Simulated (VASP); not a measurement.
Band structure of HgZn3Se4 (ordered alloy cell). These are PBEsol GGA, VASP's PBE PAW potentials (set 64) (plane waves; VASP) values and carry that method's errors.

Unless said otherwise, spin-orbit coupling is left out, though it shifts the bands of the heavy elements here.

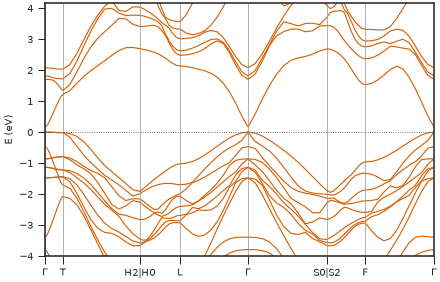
Bands along high-symmetry lines, zero at the valence-band maximum or, without a gap, the Fermi level

**Question.** Read the plot: is there a gap, and where are the band edges?

**Answer.** The gap is direct, 0.17 eV, from the valence maximum at Γ to the conduction minimum at Γ. (Edges off the drawn lines would not show.)

The structure was generated: HgZn3Se4 was put into an ordered model structure (R3m), which need not be its known phase. It was relaxed first.
